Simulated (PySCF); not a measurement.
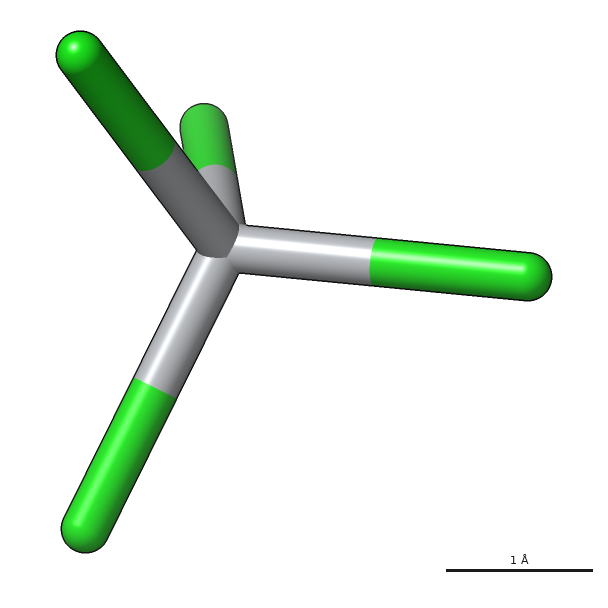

Every bond is drawn as one stick, whatever its order. Colours: titanium light grey, chlorine green.

Charge 0, singlet.

Count the atoms of each element.

TiCl4, 5 atoms: 1 titanium and 4 chlorine.

How many bonds of each kind are drawn?

4 Cl–Ti.

Write the SMILES.

[Cl][Ti]([Cl])([Cl])[Cl]

The parts below concern this one geometry. Atoms keep their numbers from picture to picture. The computed structure is the end point of a PBE0-D3(BJ)/def2-SVP optimisation. No frequency run is at hand to confirm it as a minimum.

## Geometry

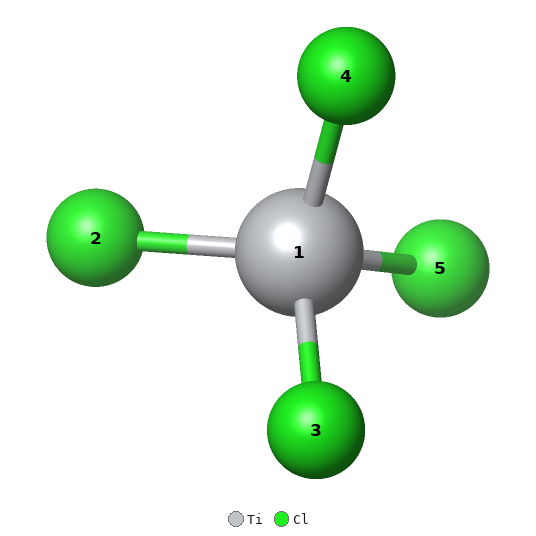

No frequency run is at hand to confirm it as a minimum.

Which atoms are bonded, and how long are the bonds?

| bond | length (Å) |
| --- | --- |
| Ti1–Cl2 | 2.155 |
| Ti1–Cl3 | 2.150 |
| Ti1–Cl4 | 2.155 |
| Ti1–Cl5 | 2.154 |

## Quadrupole coupling

No frequency run is at hand to confirm it as a minimum. Electric field gradients from the ground-state density, PBE0/pcSseg-1 (pcSseg-2 on Ti) (PySCF 2.14.0), non-relativistic apart from any core potentials.

Give the largest field-gradient component, the quadrupole coupling constant and the asymmetry for 35Cl at Cl2 (Q = −81.7 mb).

| atom | V_zz (a.u.) | e²qQ/h (MHz) | η |
| --- | --- | --- | --- |
| Cl2 | 0.679 | −13.03 | 0.00 |

## Levels of theory compared

No frequency run is at hand to confirm it as a minimum. Program: PySCF 2.14.0.

Tabulate HOMO–LUMO gap (eV), dipole (D), HOMO energy (eV) at these levels: B3LYP/pcSseg-1 (pcSseg-2 on Ti); PBE/pcSseg-1 (pcSseg-2 on Ti); PBE0/pcSseg-1 (pcSseg-2 on Ti); ωB97X-D/def2-SVPD.

```
                          level  HOMO–LUMO gap (eV)  dipole (D)  HOMO energy (eV)
B3LYP/pcSseg-1 (pcSseg-2 on Ti)                5.43        0.01             −9.45
  PBE/pcSseg-1 (pcSseg-2 on Ti)                3.76        0.00             −8.36
 PBE0/pcSseg-1 (pcSseg-2 on Ti)                5.92        0.01             −9.77
              ωB97X-D/def2-SVPD                9.26        0.01            −11.58
```

## Charges

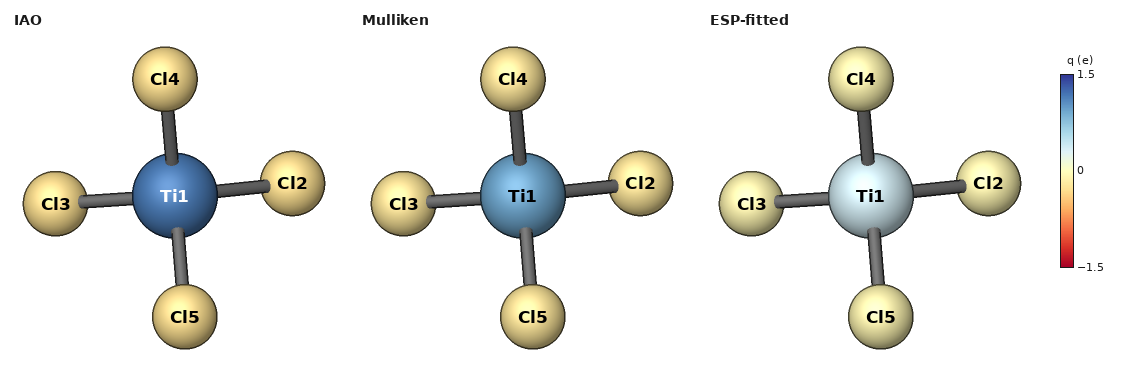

Atomic charges of one calculation by 3 schemes, on one colour scale. No frequency run is at hand to confirm it as a minimum. Level of theory: PBE0/pcSseg-1 (pcSseg-2 on Ti) (PySCF 2.14.0).

Which scheme gives the most polar picture (largest mean size of the charges)?

The IAO charges are the largest in size here, and the ESP-fitted charges the smallest.

List the charges (e), one line for each set of equivalent atoms.

| atom | IAO | Mulliken | ESP-fitted |
| --- | --- | --- | --- |
| Ti1 | 1.15 | 0.93 | 0.36 |
| Cl2, Cl3, Cl4… | −0.29 | −0.23 | −0.09 |

Mulliken values depend strongly on the basis set and can even reverse the polarity of a bond.
